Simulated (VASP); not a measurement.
Band structure of CdF₂ (fluorite). These are r2SCAN meta-GGA with spin-orbit coupling, VASP's PBE PAW potentials (set 64) (plane waves; VASP) values and carry that method's errors.

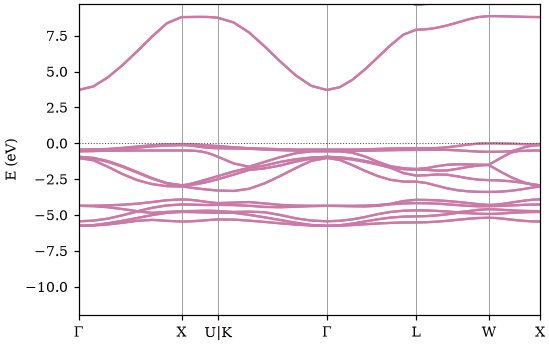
Fig. 1. Bands along high-symmetry lines, zero at the valence-band maximum or, without a gap, the Fermi level

### Question
Read the plot: is there a gap, and where are the band edges?

### Answer
The gap is indirect, 3.72 eV, from the valence maximum at W to the conduction minimum at Γ.

Measured: gap 7.80 eV (computed value off by -4.08 eV), as given by Giancarlo Cappellini et al., Physical Review B (2013), arXiv:1302.2571.

The compound is CdF2 in the fluorite structure. It was relaxed first.
